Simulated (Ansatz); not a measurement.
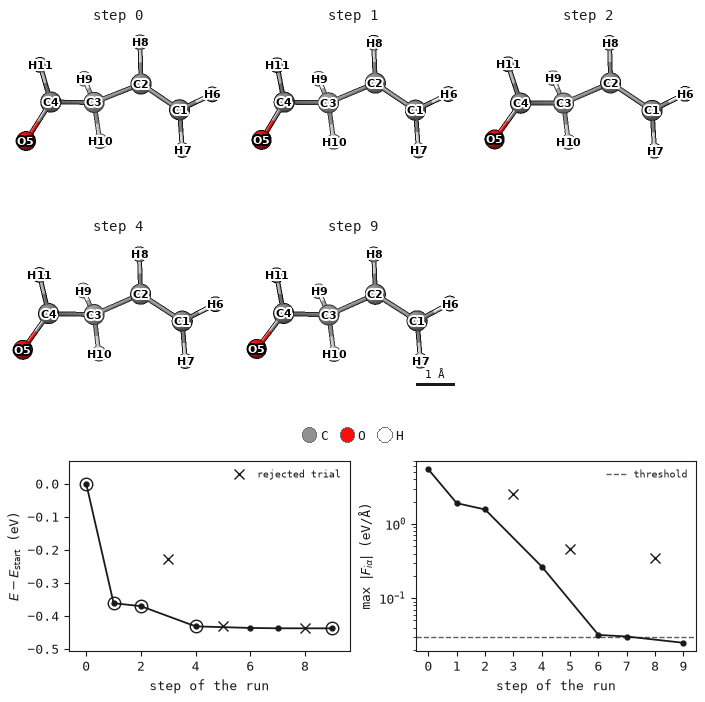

Frames of a relaxation of C$_{4}$H$_{6}$O (coarse preliminary run), marked on the history of the run. Style: ball-and-stick. Shown at a tilt.

The start comes from a force field.

All numbers below come from RKS PBE-D4/def2-SVP (Ansatz).

Input file:
```yaml
crystal:
  periodic: [false, false, false]
  atoms:
    - {symbol: C, position_ang: [-1.776500, -0.338100, -0.091300]}
    - {symbol: C, position_ang: [-0.581600, -0.610500, 0.213600]}
    - {symbol: C, position_ang: [0.646000, -0.092600, -0.470500]}
    - {symbol: C, position_ang: [1.413900, 0.830900, 0.423200]}
    - {symbol: O, position_ang: [1.656500, 2.051500, 0.151500]}
    - {symbol: H, position_ang: [-2.620000, -0.738000, 0.443000]}
    - {symbol: H, position_ang: [-2.039900, 0.336100, -0.920500]}
    - {symbol: H, position_ang: [-0.353500, -1.321100, 1.073400]}
    - {symbol: H, position_ang: [1.301800, -0.904800, -0.743400]}
    - {symbol: H, position_ang: [0.371700, 0.432700, -1.422300]}
    - {symbol: H, position_ang: [1.806800, 0.381000, 1.351400]}
basis:
  gaussian: {orbitals: def2-SVP}
hamiltonian: {xc: pbe, dispersion: d4}
relax: {f_tol: 0.03, max_steps: 200}
```

Command:
```bash
ansatz run in.yaml --threads 4 --pin off --events-out ev --progress --plain --max-ram 10444MiB
```

### Describe the path.

The atom that moves furthest after the best rigid fit is O5 (0.17 Å). Largest moves by element: O 0.17 Å, H 0.10 Å, C 0.07 Å. Some distances before and after: C1–C2 1.263 → 1.344 Å, C4–O5 1.274 → 1.212 Å, C3–H9 1.079 → 1.116 Å, C2–H8 1.139 → 1.106 Å. Among the angles between lasting bonds that change: C3–C2–H8 113.4° → 116.2°, H6–C1–H7 114.5° → 117.2°. The energy falls by 0.437 eV in 6 accepted moves (9 points after the start). Largest force component: 5.4 eV/Å at the start, 0.025 eV/Å at the end. The line search rejected the trial steps at points 3, 5, 8 of the run. From step 0 to 1: H11 moves most (0.10 Å), energy −0.361 eV. From step 1 to 2: H11 moves most (0.12 Å), energy −0.009 eV. From step 2 to 4: C4 moves most (0.06 Å), energy −0.061 eV. From step 4 to 9: H11 moves most (0.07 Å), energy −0.006 eV.
